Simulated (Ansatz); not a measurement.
Run report: AlH3Cl2O, nudged elastic band

The run: nudged elastic band of AlH3Cl2O. Method and program: RKS PBE-D4/def2-SVP (Ansatz 0.2.0).

Figures and captions count atoms from 1; the log counts them from 0 in places.

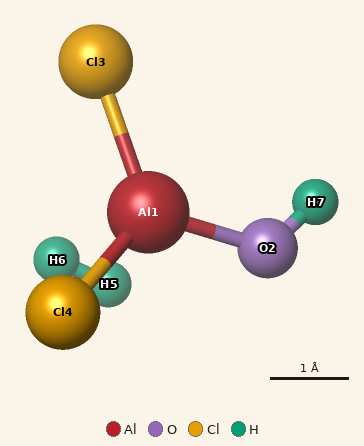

Figure 1. The starting structure (ball-and-stick view, seen at an oblique angle; atoms are numbered from 1 in the order of the input). Sticks mark near contacts.

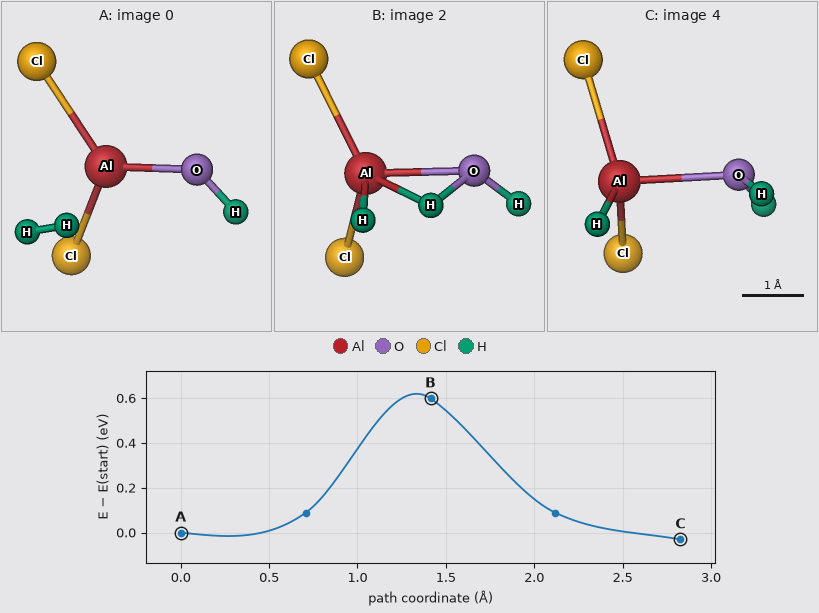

Figure 2. Images of the last band (counted from 0; ball-and-stick, seen at a tilt) above the energy along the path; the line is a cubic interpolation that uses the forces. The highest image is number 2, 0.599 eV above the start and 0.629 eV above the end; the end lies 0.030 eV below the start. The path is 2.83 Å long. The band converged in 11 iterations. The end points carry forces over 0.1 eV/Å, so they aren't fully relaxed minima and the barriers are approximate.

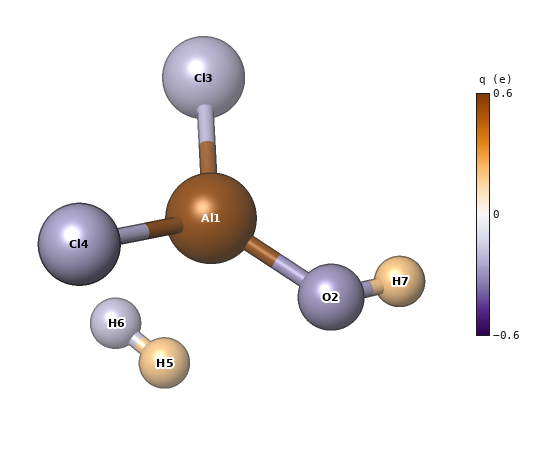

Figure 3. Mulliken charges, as the colour of each atom (ball-and-stick view, seen at an oblique angle; atoms are numbered from 1 in the order of the input). By element: Al +0.57, O −0.30, Cl −0.25 to −0.24 and H −0.22 to +0.23 e.

These pictures come from the run below.

## The input
```yaml
crystal:
  periodic: [false, false, false]
  atoms:
    - {symbol: Al, position_ang: [-0.383746, -0.140854, -0.500115]}
    - {symbol: O, position_ang: [0.754456, 1.042935, -0.866030]}
    - {symbol: Cl, position_ang: [0.076842, -2.171208, -0.646936]}
    - {symbol: Cl, position_ang: [-2.361059, 0.436455, -0.232331]}
    - {symbol: H, position_ang: [0.335954, 0.305124, 1.612396]}
    - {symbol: H, position_ang: [-0.068209, -0.311046, 1.778052]}
    - {symbol: H, position_ang: [1.645762, 0.838594, -1.144938]}
basis:
  gaussian: {orbitals: def2-SVP}
hamiltonian: {xc: pbe, dispersion: d4}
neb:
  images: 3
  climbing: false
  max_iterations: 25
  initial_path: idpp
  spring: 2.5
  final_atoms:
    - {symbol: Al, position_ang: [-0.652005, -0.446899, 0.245276]}
    - {symbol: O, position_ang: [0.746370, 0.859687, -0.237263]}
    - {symbol: Cl, position_ang: [0.159282, -1.994966, -0.976231]}
    - {symbol: Cl, position_ang: [-2.429171, 0.426925, -0.473533]}
    - {symbol: H, position_ang: [1.246238, 1.236894, 0.495765]}
    - {symbol: H, position_ang: [-0.436904, -0.533335, 1.803827]}
    - {symbol: H, position_ang: [1.366188, 0.451694, -0.857742]}
```

Command:
```bash
ansatz run in.yaml --threads 3 --pin off --events-out ev --progress --plain --max-ram 6092MiB
```

## What the program printed
```
Functional definition: PBE
  name "PBE"
  cite "Perdew, Burke & Ernzerhof, Phys. Rev. Lett. 77, 3865 (1996) doi:10.1103/PhysRevLett.77.3865"
  parent pbe
  parameter kappa = 0.804
  parameter beta = 0.06672455060314922
  exchange = pbe_x(kappa = kappa, mu = beta*pi^2/3)
  correlation = pbe_c(beta = beta)
900 factors; their error is unknown
mean field evaluation 1: about -33708.1734 eV, gradient 6.0e1 eV
mean field evaluation 2: about -33655.5134 eV, gradient 1.6e2 eV
mean field evaluation 4: about -33714.5764 eV, gradient 9.0e0 eV
mean field evaluation 8: about -33714.7313 eV, gradient 1.1e-1 eV
mean field -33714.73130627 eV, -1238.9935228398 hartree, gradient 7.0e-5 eV, S^2 0.000000; 0 other end points of the search recorded, 0 dependent functions left out
the calculation of the forces begins
reference -33714.73134050 eV, -1238.9935240978 hartree; 29, 29 occupied and 54, 54 virtual orbitals, 900 factors
900 factors; their error is unknown
mean field evaluation 16: about -33710.7091 eV, gradient 4.8e1 eV
mean field -33714.76581114 eV, -1238.9947908703 hartree, gradient 5.9e-5 eV, S^2 0.000000; 0 other end points of the search recorded, 0 dependent functions left out
[... from here on the field's lines of each further geometry are left out, up to the last ...]
WARN: NEB end point (image 0): max|allowed force component| = 6.893e-1 eV/Å (the criterion of neb.relax_end_points is 1.000e-2). That is over neb.f_tol: it is no minimum, so the barrier can be far off. Relax it first
WARN: NEB end point (image 4): max|allowed force component| = 6.858e-1 eV/Å (the criterion of neb.relax_end_points is 1.000e-2). That is over neb.f_tol: it is no minimum, so the barrier can be far off. Relax it first
NEB iter   1: max|band force component| = 3.663e0 eV/Å  barrier→ = 2.8962 eV  barrier← = 2.9265 eV  Δτ_max = 0.2000 Å  (130 SCF iters)
NEB iter   2: max|band force component| = 2.432e0 eV/Å  barrier→ = 2.0583 eV  barrier← = 2.0886 eV  Δτ_max = 0.2000 Å  (94 SCF iters)
NEB iter   3: max|band force component| = 8.256e0 eV/Å  barrier→ = 1.1268 eV  barrier← = 1.1570 eV  Δτ_max = 0.1045 Å  (87 SCF iters)
NEB iter   4: max|band force component| = 2.735e0 eV/Å  barrier→ = 0.8237 eV  barrier← = 0.8539 eV  Δτ_max = 0.2000 Å  (80 SCF iters)
NEB iter   5: max|band force component| = 2.224e0 eV/Å  barrier→ = 0.7962 eV  barrier← = 0.8264 eV  Δτ_max = 0.1377 Å  (85 SCF iters)
NEB iter   6: max|band force component| = 4.789e-1 eV/Å  barrier→ = 0.6358 eV  barrier← = 0.6660 eV  Δτ_max = 0.0337 Å  (81 SCF iters)
NEB iter   7: max|band force component| = 1.616e-1 eV/Å  barrier→ = 0.6153 eV  barrier← = 0.6455 eV  Δτ_max = 0.0215 Å  (83 SCF iters)
NEB iter   8: max|band force component| = 9.143e-2 eV/Å  barrier→ = 0.6104 eV  barrier← = 0.6406 eV  Δτ_max = 0.0217 Å  (83 SCF iters)
NEB iter   9: max|band force component| = 6.014e-2 eV/Å  barrier→ = 0.6073 eV  barrier← = 0.6375 eV  Δτ_max = 0.0962 Å  (83 SCF iters)
NEB iter  10: max|band force component| = 1.584e-1 eV/Å  barrier→ = 0.6011 eV  barrier← = 0.6313 eV  Δτ_max = 0.0390 Å  (81 SCF iters)
the calculation of the forces begins
reference -33714.04468166 eV, -1238.9682898506 hartree; 29, 29 occupied and 54, 54 virtual orbitals, 900 factors
these checks for a lower state are left out or cut short: stability, starts, cluster_reference, orbital_swaps, neighbouring_geometries, increment
900 factors; their error is unknown
mean field evaluation 448: about -33714.1299 eV, gradient 2.7e-2 eV
mean field -33714.07755098 eV, -1238.9694977760 hartree, gradient 1.4e-6 eV, S^2 0.000000; 0 other end points of the search recorded, 0 dependent functions left out
the calculation of the forces begins
reference -33714.07758595 eV, -1238.9694990609 hartree; 29, 29 occupied and 54, 54 virtual orbitals, 900 factors
NEB iter  11: max|band force component| = 3.484e-2 eV/Å  barrier→ = 0.5987 eV  barrier← = 0.6289 eV  Δτ_max = 0.0000 Å  (458 SCF iters)
Total energy: -33714.29748039 eV, -1238.9775800327 hartree
Atom 0 at    -0.564400    -0.371578    -0.116292 Å, force    -0.066968    -0.105397     0.262615 eV/Å
Atom 1 at     0.754498     0.974188    -0.282006 Å, force    -0.023263    -0.068286     0.145613 eV/Å
Atom 2 at     0.019782    -2.266005    -0.846794 Å, force     0.027552     0.040224    -0.092359 eV/Å
Atom 3 at    -2.523883     0.341645    -0.391882 Å, force    -0.034199     0.014630    -0.091901 eV/Å
Atom 4 at     0.661564     0.584806     0.827123 Å, force     0.294606     0.275646    -0.261525 eV/Å
Atom 5 at     0.013724    -0.107455     1.491256 Å, force    -0.139788    -0.104169     0.000730 eV/Å
Atom 6 at     1.638714     0.844398    -0.681307 Å, force    -0.057941    -0.052648     0.036827 eV/Å
Dipole moment:     0.672563     0.270678     0.007064 e Å
```

## The last band as extended XYZ (Å, eV, eV/Å)
```
7
Properties=species:S:1:pos:R:3:forces:R:3 image=0 energy=-33714.89616
Al   -0.3837   -0.1409   -0.5001   -0.2574  -0.3073   0.1274
O     0.7545    1.0429   -0.8660   -0.1604   0.6739   0.0710
Cl    0.0768   -2.1712   -0.6469    0.0670  -0.3989  -0.0217
Cl   -2.3611    0.4365   -0.2323   -0.3659   0.1207   0.0346
H     0.3360    0.3051    1.6124    0.3778   0.5475  -0.1482
H    -0.0682   -0.3110    1.7781   -0.3503  -0.5358   0.1525
H     1.6458    0.8386   -1.1449    0.6893  -0.1002  -0.2156
7
Properties=species:S:1:pos:R:3:forces:R:3 image=1 energy=-33714.80731
Al   -0.4582   -0.2415   -0.3835    0.1026   0.1188  -0.2599
O     0.7165    1.0068   -0.6249   -0.0417   0.0322  -0.2559
Cl    0.0095   -2.2689   -0.7231    0.0085   0.0145   0.0594
Cl   -2.4743    0.3359   -0.2788    0.0530  -0.0015   0.0621
H     0.5037    0.4193    1.2116   -0.1496  -0.1616   0.3618
H     0.0640   -0.0721    1.6594    0.0117   0.0040   0.1445
H     1.6388    0.8204   -0.8607    0.0155  -0.0064  -0.1120
7
Properties=species:S:1:pos:R:3:forces:R:3 image=2 energy=-33714.29744
Al   -0.5644   -0.3716   -0.1163   -0.0670  -0.1054   0.2626
O     0.7545    0.9742   -0.2820   -0.0233  -0.0683   0.1456
Cl    0.0198   -2.2660   -0.8468    0.0276   0.0402  -0.0924
Cl   -2.5239    0.3416   -0.3919   -0.0342   0.0146  -0.0919
H     0.6616    0.5848    0.8271    0.2946   0.2756  -0.2615
H     0.0137   -0.1075    1.4913   -0.1398  -0.1042   0.0007
H     1.6387    0.8444   -0.6813   -0.0579  -0.0526   0.0368
7
Properties=species:S:1:pos:R:3:forces:R:3 image=3 energy=-33714.80759
Al   -0.6503   -0.4589    0.0819   -0.0460  -0.0557   0.1173
O     0.7523    0.9443   -0.2121   -0.0132  -0.0150   0.0117
Cl    0.1048   -2.1508   -0.9752    0.0357   0.0596  -0.0513
Cl   -2.5016    0.3581   -0.5517    0.0075   0.0067  -0.0587
H     0.9943    0.9049    0.7444    0.2031   0.1853  -0.0582
H    -0.2617   -0.3353    1.6362   -0.1356  -0.1150   0.0826
H     1.5623    0.7377   -0.7233   -0.0516  -0.0659  -0.0434
7
Properties=species:S:1:pos:R:3:forces:R:3 image=4 energy=-33714.92638
Al   -0.6639   -0.4630    0.1728   -0.0867  -0.0900   0.1511
O     0.7528    0.8756   -0.1379   -0.6858   0.2065  -0.1752
Cl    0.2556   -1.9442   -1.0550    0.1774  -0.2008  -0.1948
Cl   -2.3904    0.4315   -0.6383   -0.3009   0.1586  -0.1416
H     1.1909    1.2206    0.6486    0.3654   0.2330   0.5409
H    -0.5678   -0.6231    1.7374    0.0301  -0.0094   0.2181
H     1.4228    0.5027   -0.7275    0.5006  -0.2978  -0.3986
```

## Results in brief

```tsv
quantity	value
outcome	converged
barrier, forward	0.599 eV
barrier, backward	0.629 eV
dipole moment (one image of the band)	3.48 D
hardware	3 CPU threads, shared host
wall time	39 s (CPU time 99 s)
peak memory	0.48 GiB
```
